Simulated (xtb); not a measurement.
Geometry relaxation of GeNH₃ClOF (part 3 of 3)

Continued. System: GeNH₃ClOF, SMILES [NH2][Ge]([OH])([F])[Cl]. Method: GFN1-xTB, ALPB solvent dmf (xtb 6.7.1). The geometry comes from this level: GFN2-xTB.

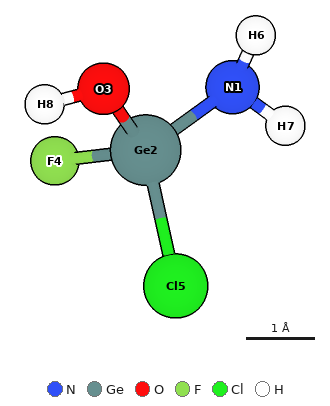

Fig. 1: The geometry at step 6 of the log (ball-and-stick view, seen at a tilt; atoms are numbered from 1 in the order of the input).

**What the program printed, continued**
```
          ...................................................
          :                      SETUP                      :
          :.................................................:
          :  # basis functions                  38          :
          :  # atomic orbitals                  36          :
          :  # shells                           18          :
          :  # electrons                        32          :
          :  # halogen bonds                     2          :
          :  max. iterations                   250          :
          :  Hamiltonian                  GFN1-xTB          :
          :  restarted?                      false          :
          :  GBSA solvation                   true          :
          :  PC potential                    false          :
          :  electronic temp.          300.0000000     K    :
          :  accuracy                    1.0000000          :
          :  -> integral cutoff          0.2500000E+02      :
          :  -> integral neglect         0.1000000E-07      :
          :  -> SCF convergence          0.1000000E-05 Eh   :
          :  -> wf. convergence          0.2000000E-04 e    :
          :  Broyden damping             0.4000000          :
          :  net charge                          0          :
          :  unpaired electrons                  0          :
          ...................................................

 iter      E             dE          RMSdq      gap      omega  full diag
   1    -20.7796135 -0.207796E+02  0.182E-06    6.06       0.0  T
   2    -20.7796135 -0.355271E-14  0.159E-06    6.06   22242.3  T
   3    -20.7796135 -0.639488E-13  0.112E-06    6.06   31609.5  T

   *** convergence criteria satisfied after 3 iterations ***

         #    Occupation            Energy/Eh            Energy/eV
      -------------------------------------------------------------
         1        2.0000           -0.9164623             -24.9382
       ...           ...                  ...                  ...
        10        2.0000           -0.5143133             -13.9952
        11        2.0000           -0.5005873             -13.6217
        12        2.0000           -0.4951388             -13.4734
        13        2.0000           -0.4834490             -13.1553
        14        2.0000           -0.4787094             -13.0263
        15        2.0000           -0.4777985             -13.0016
        16        2.0000           -0.4297804             -11.6949 (HOMO)
        17                         -0.2070589              -5.6344 (LUMO)
        18                         -0.1527091              -4.1554
        19                         -0.1398462              -3.8054
        20                         -0.1165213              -3.1707
        21                         -0.1033422              -2.8121
       ...                                ...                  ...
        36                          0.5785437              15.7430
      -------------------------------------------------------------
                  HL-Gap            0.2227215 Eh            6.0606 eV
             Fermi-level           -0.3184196 Eh           -8.6646 eV

 SCC (total)                   0 d,  0 h,  0 min,  0.003 sec
 SCC setup                      ...        0 min,  0.000 sec (  2.390%)
 Dispersion                     ...        0 min,  0.000 sec (  0.297%)
 classical contributions        ...        0 min,  0.000 sec (  0.184%)
 integral evaluation            ...        0 min,  0.001 sec ( 30.931%)
 iterations                     ...        0 min,  0.000 sec ( 11.268%)
 molecular gradient             ...        0 min,  0.002 sec ( 53.283%)
 printout                       ...        0 min,  0.000 sec (  1.450%)

         :::::::::::::::::::::::::::::::::::::::::::::::::::::
         ::                     SUMMARY                     ::
         :::::::::::::::::::::::::::::::::::::::::::::::::::::
         :: total energy             -20.697792800081 Eh    ::
         :: total w/o Gsasa/hb       -20.685001136855 Eh    ::
         :: gradient norm              0.000974097287 Eh/a0 ::
         :: HOMO-LUMO gap              6.060561790196 eV    ::
         ::.................................................::
         :: SCC energy               -20.779613520141 Eh    ::
         :: -> electrostatic           0.106137738926 Eh    ::
         :: -> Gsolv                  -0.022149436048 Eh    ::
         ::    -> Gelec               -0.009357772821 Eh    ::
         ::    -> Gsasa               -0.012342679351 Eh    ::
         ::    -> Ghb                 -0.008384116131 Eh    ::
         ::    -> Gshift               0.007935132256 Eh    ::
         :: repulsion energy           0.084370888794 Eh    ::
         :: dispersion energy         -0.002550168734 Eh    ::
         :: halogen bond corr.         0.000000000000 Eh    ::
         :: add. restraining           0.000000000000 Eh    ::
         :: total charge               0.000000000000 e     ::
         :::::::::::::::::::::::::::::::::::::::::::::::::::::

           -------------------------------------------------
          |                Property Printout                |
           -------------------------------------------------

    * Orbital Energies and Occupations

         #    Occupation            Energy/Eh            Energy/eV
      -------------------------------------------------------------
         1        2.0000           -0.9164623             -24.9382
       ...           ...                  ...                  ...
         4        2.0000           -0.7426275             -20.2079
         5        2.0000           -0.6306765             -17.1616
         6        2.0000           -0.5763290             -15.6827
         7        2.0000           -0.5464670             -14.8701
         8        2.0000           -0.5342944             -14.5389
         9        2.0000           -0.5300879             -14.4244
        10        2.0000           -0.5143133             -13.9952
        11        2.0000           -0.5005873             -13.6217
        12        2.0000           -0.4951388             -13.4734
        13        2.0000           -0.4834490             -13.1553
        14        2.0000           -0.4787094             -13.0263
        15        2.0000           -0.4777985             -13.0016
        16        2.0000           -0.4297804             -11.6949 (HOMO)
        17                         -0.2070589              -5.6344 (LUMO)
        18                         -0.1527091              -4.1554
        19                         -0.1398462              -3.8054
        20                         -0.1165213              -3.1707
        21                         -0.1033422              -2.8121
        22                         -0.0904752              -2.4620
        23                         -0.0787606              -2.1432
        24                         -0.0679291              -1.8484
        25                         -0.0553243              -1.5054
        26                         -0.0476020              -1.2953
        27                         -0.0325803              -0.8866
       ...                                ...                  ...
        36                          0.5785437              15.7430
      -------------------------------------------------------------
                  HL-Gap            0.2227215 Eh            6.0606 eV
             Fermi-level           -0.3184196 Eh           -8.6646 eV

  Mulliken/CM5 charges         n(s)   n(p)   n(d)
     1N    -0.49648 -0.93885   1.496  4.001  0.000
     2Ge    0.66391  0.73388   1.156  1.405  0.775
     3O    -0.58970 -0.79253   1.703  4.886  0.000
     4F    -0.36454 -0.37282   1.832  5.532  0.000
     5Cl   -0.06558 -0.04990   1.932  5.144 -0.010
     6H     0.23748  0.43228   0.763  0.000  0.000
     7H     0.22919  0.42369   0.771  0.000  0.000
     8H     0.38571  0.56424   0.614  0.000  0.000

Wiberg/Mayer (AO) data.
largest (>0.10) Wiberg bond orders for each atom

 ---------------------------------------------------------------------------
     #   Z sym  total        # sym  WBO       # sym  WBO       # sym  WBO
 ---------------------------------------------------------------------------
     1   7 N    3.140 --     2 Ge   1.118     7 H    0.920     6 H    0.915
     2  32 Ge   4.466 --     5 Cl   1.261     1 N    1.118     3 O    1.103
                             4 F    0.926
     3   8 O    2.098 --     2 Ge   1.103     8 H    0.832
     4   9 F    1.086 --     2 Ge   0.926
     5  17 Cl   1.464 --     2 Ge   1.261
     6   1 H    0.945 --     1 N    0.915
     7   1 H    0.950 --     1 N    0.920
     8   1 H    0.854 --     3 O    0.832
 ---------------------------------------------------------------------------

Topologies differ in total number of bonds
Writing topology from bond orders to xtbtopo.mol

 dipole moment from electron density (au)
     X       Y       Z
   0.7022   0.7432   0.7686  total (Debye):    3.251

           -------------------------------------------------
          |                Geometry Summary                 |
           -------------------------------------------------

      molecular mass/u    :      160.1088213
   center of mass at/Å    :        0.2765578      -0.0976761      -0.5518492
  moments of inertia/u·Å² :        0.1458900E+03   0.2367762E+03   0.2462135E+03
rotational constants/cm⁻¹ :        0.1155503E+00   0.7119649E-01   0.6846753E-01

 * 7 selected distances

     #   Z          #   Z                                           value/Å
     1   7 N        2  32 Ge                                      1.8039249
     2  32 Ge       3   8 O                                       1.7424656
     2  32 Ge       4   9 F                                       1.7360260
     2  32 Ge       5  17 Cl                                      2.1135954 (max)
     1   7 N        6   1 H                                       1.0049607
     1   7 N        7   1 H                                       1.0034488
     3   8 O        8   1 H                                       0.9538341 (min)

 * 6 distinct bonds (by element types)

   Z      Z             #   av. dist./Å        max./Å        min./Å
   1 H    7 N           2     1.0042048     1.0049607     1.0034488
   1 H    8 O           1     0.9538341     0.9538341     0.9538341
   7 N   32 Ge          1     1.8039249     1.8039249     1.8039249
   8 O   32 Ge          1     1.7424656     1.7424656     1.7424656
   9 F   32 Ge          1     1.7360260     1.7360260     1.7360260
  17 Cl  32 Ge          1     2.1135954     2.1135954     2.1135954

optimized geometry written to: xtbopt.xyz

           -------------------------------------------------
          | TOTAL ENERGY              -20.697792800081 Eh   |
          | GRADIENT NORM               0.000974097287 Eh/α |
          | HOMO-LUMO GAP               6.060561790196 eV   |
           -------------------------------------------------

------------------------------------------------------------------------
------------------------------------------------------------------------
 total:
 *  cpu-time:     0 d,  0 h,  0 min,  0.059 sec
 * ratio c/w:     1.000 speedup
 SCF:
 *  cpu-time:     0 d,  0 h,  0 min,  0.005 sec
 * ratio c/w:     0.999 speedup
 ANC optimizer:
 *  cpu-time:     0 d,  0 h,  0 min,  0.051 sec
 * ratio c/w:     1.000 speedup
```

**File xtbopt.xyz**
```
8
 energy: -20.697792800081 gnorm: 0.000974097287 xtb: 6.7.1
N           -1.09321656348088        0.94661628093055        0.41392511058640
Ge           0.11727228301229       -0.16198611162543       -0.33431409818781
O            0.90810115520276       -1.14314619430744        0.86905637785689
F           -0.76437305025320       -1.29764404231179       -1.30733435011766
Cl           1.45822252707396        0.70083892445283       -1.72163889012314
H           -1.03222691592589        0.95335247005171        1.41701073408835
H           -1.01068187084423        1.89412987367681        0.09405730609685
H            1.41690243521520       -1.89216120086723        0.56922780980011
```

**Standard error**
```
normal termination of xtb
```

**Trajectory as extended XYZ (Å, eV, eV/Å), 13 frames, from step=0 to step=12**
```
8
Properties=species:S:1:pos:R:3 step=0 energy=-563.18054
N    -1.0204    0.9235    0.4507
Ge    0.1691   -0.1451   -0.3548
O     0.9596   -1.0949    0.8443
F    -0.7465   -1.2983   -1.3038
Cl    1.5026    0.7419   -1.7023
H    -0.9163    1.0136    1.4511
H    -1.2102    1.8229    0.0348
H     1.2619   -1.9636    0.5800
8
Properties=species:S:1:pos:R:3 step=1 energy=-563.20101
N    -1.0459    0.9262    0.4557
Ge    0.1653   -0.1398   -0.3260
O     0.9568   -1.1151    0.8622
F    -0.7108   -1.2773   -1.3250
Cl    1.4815    0.7257   -1.7444
H    -0.9367    1.0190    1.4493
H    -1.1859    1.8320    0.0457
H     1.2757   -1.9707    0.5825
8
Properties=species:S:1:pos:R:3 step=2 energy=-563.20836
N    -1.0645    0.9260    0.4498
Ge    0.1472   -0.1490   -0.3237
O     0.9582   -1.1237    0.8595
F    -0.7213   -1.2906   -1.3174
Cl    1.4756    0.7403   -1.7201
H    -0.9317    1.0292    1.4378
H    -1.1585    1.8377    0.0399
H     1.2950   -1.9699    0.5741
8
Properties=species:S:1:pos:R:3 step=3 energy=-563.21192
N    -1.0898    0.9240    0.4432
Ge    0.1308   -0.1558   -0.3209
O     0.9547   -1.1327    0.8604
F    -0.7250   -1.2980   -1.3128
Cl    1.4608    0.7479   -1.7011
H    -0.9317    1.0342    1.4289
H    -1.1183    1.8459    0.0356
H     1.3183   -1.9654    0.5667
8
Properties=species:S:1:pos:R:3 step=4 energy=-563.21273
N    -1.0886    0.9246    0.4430
Ge    0.1325   -0.1556   -0.3243
O     0.9518   -1.1321    0.8607
F    -0.7273   -1.2967   -1.3107
Cl    1.4634    0.7477   -1.7019
H    -0.9318    1.0320    1.4300
H    -1.1188    1.8430    0.0361
H     1.3188   -1.9629    0.5672
8
Properties=species:S:1:pos:R:3 step=5 energy=-563.21323
N    -1.0900    0.9260    0.4420
Ge    0.1320   -0.1563   -0.3270
O     0.9464   -1.1318    0.8628
F    -0.7288   -1.2954   -1.3104
Cl    1.4630    0.7442   -1.7052
H    -0.9381    1.0245    1.4310
H    -1.1098    1.8457    0.0392
H     1.3253   -1.9569    0.5676
8
Properties=species:S:1:pos:R:3 step=6 energy=-563.21370
N    -1.0917    0.9302    0.4390
Ge    0.1288   -0.1581   -0.3310
O     0.9362   -1.1304    0.8666
F    -0.7320   -1.2948   -1.3120
Cl    1.4622    0.7336   -1.7117
H    -0.9538    1.0065    1.4323
H    -1.0907    1.8558    0.0486
H     1.3410   -1.9427    0.5683
8
Properties=species:S:1:pos:R:3 step=7 energy=-563.21402
N    -1.0915    0.9320    0.4365
Ge    0.1270   -0.1589   -0.3321
O     0.9328   -1.1299    0.8675
F    -0.7340   -1.2957   -1.3127
Cl    1.4619    0.7296   -1.7136
H    -0.9603    0.9986    1.4314
H    -1.0832    1.8611    0.0539
H     1.3473   -1.9368    0.5690
8
Properties=species:S:1:pos:R:3 step=8 energy=-563.21477
N    -1.0912    0.9392    0.4258
Ge    0.1197   -0.1611   -0.3356
O     0.9189   -1.1298    0.8707
F    -0.7436   -1.2991   -1.3135
Cl    1.4615    0.7133   -1.7194
H    -0.9871    0.9696    1.4262
H    -1.0535    1.8816    0.0756
H     1.3754   -1.9136    0.5702
8
Properties=species:S:1:pos:R:3 step=9 energy=-563.21507
N    -1.0897    0.9395    0.4242
Ge    0.1203   -0.1604   -0.3350
O     0.9193   -1.1310    0.8698
F    -0.7454   -1.2991   -1.3126
Cl    1.4617    0.7129   -1.7197
H    -0.9901    0.9687    1.4241
H    -1.0526    1.8819    0.0783
H     1.3765   -1.9125    0.5709
8
Properties=species:S:1:pos:R:3 step=10 energy=-563.21539
N    -1.0912    0.9427    0.4178
Ge    0.1178   -0.1611   -0.3352
O     0.9121   -1.1359    0.8705
F    -0.7543   -1.2996   -1.3095
Cl    1.4603    0.7076   -1.7201
H    -1.0074    0.9591    1.4194
H    -1.0332    1.8893    0.0871
H     1.3959   -1.9022    0.5699
8
Properties=species:S:1:pos:R:3 step=11 energy=-563.21559
N    -1.0921    0.9460    0.4134
Ge    0.1174   -0.1608   -0.3356
O     0.9077   -1.1398    0.8699
F    -0.7623   -1.2981   -1.3071
Cl    1.4600    0.6999   -1.7234
H    -1.0288    0.9494    1.4178
H    -1.0146    1.8956    0.0952
H     1.4127   -1.8922    0.5697
8
Properties=species:S:1:pos:R:3 step=12 energy=-563.21563
N    -1.0932    0.9466    0.4139
Ge    0.1173   -0.1620   -0.3343
O     0.9081   -1.1432    0.8691
F    -0.7644   -1.2976   -1.3073
Cl    1.4582    0.7008   -1.7216
H    -1.0322    0.9534    1.4170
H    -1.0107    1.8941    0.0941
H     1.4169   -1.8922    0.5692
```

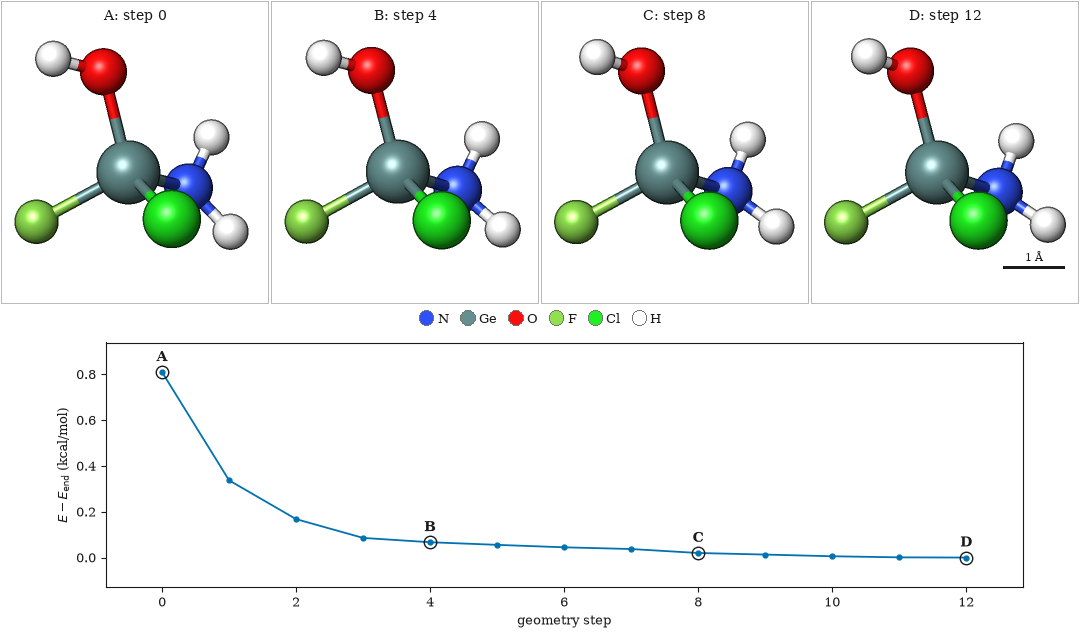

Fig. 2: Frames of the relaxation (ball-and-stick view, seen at a tilt) above the curves, on which the letters mark them (steps are counted from 0).

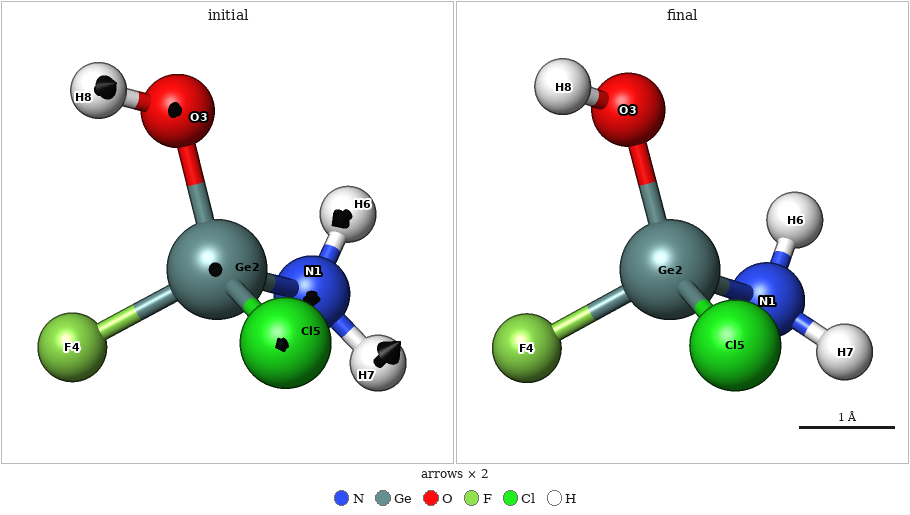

Fig. 3: Before (left) and after (right) the relaxation, at one scale (ball-and-stick view, seen at a tilt). The black arrows give the displacements, magnified 2 times. The largest move after the best rigid fit is that of H7, 0.22 Å. Largest moves by element: H 0.22 Å, N 0.08 Å, O 0.07 Å, Cl 0.07 Å, Ge 0.06 Å, F 0.02 Å. Among the contacts that change: Ge2–Cl5 2.093 → 2.114 Å, Ge2–O3 1.722 → 1.742 Å, Ge2–F4 1.752 → 1.736 Å, N1–Ge2 1.790 → 1.804 Å. Among the angles that change: Ge2–N1–H7 118.1° → 113.1°, Ge2–N1–H6 115.5° → 112.2°, N1–Ge2–O3 108.7° → 111.4°. Over 12 geometry steps the energy falls by 0.81 kcal/mol. (Atoms are counted from 1 in the order of the input.)

This output came from the following input.

**Input (geom.xyz)**
```
8
start
N     -1.02035     0.92348     0.45071
Ge     0.16912    -0.14510    -0.35485
O      0.95958    -1.09491     0.84429
F     -0.74647    -1.29830    -1.30379
Cl     1.50260     0.74191    -1.70232
H     -0.91627     1.01359     1.45112
H     -1.21016     1.82291     0.03481
H      1.26195    -1.96358     0.58002
```

Launch command:
```bash
xtb geom.xyz --uhf 0 --gfn 1 --alpb dmf --opt | tee geom.out
```

**Results in brief**

```csv
quantity,value
outcome,converged
electrons treated,32
total energy,−20.697793 hartree
dispersion energy,−0.002550 hartree
solvation energy,−0.022149 hartree
basis functions,38
HOMO,−11.69 eV
LUMO,−5.63 eV
dipole moment,3.25 D
hardware,"1 thread of AMD EPYC (Zen 5), 16 GiB of memory available, shared host"
peak memory,0.076 GiB
```
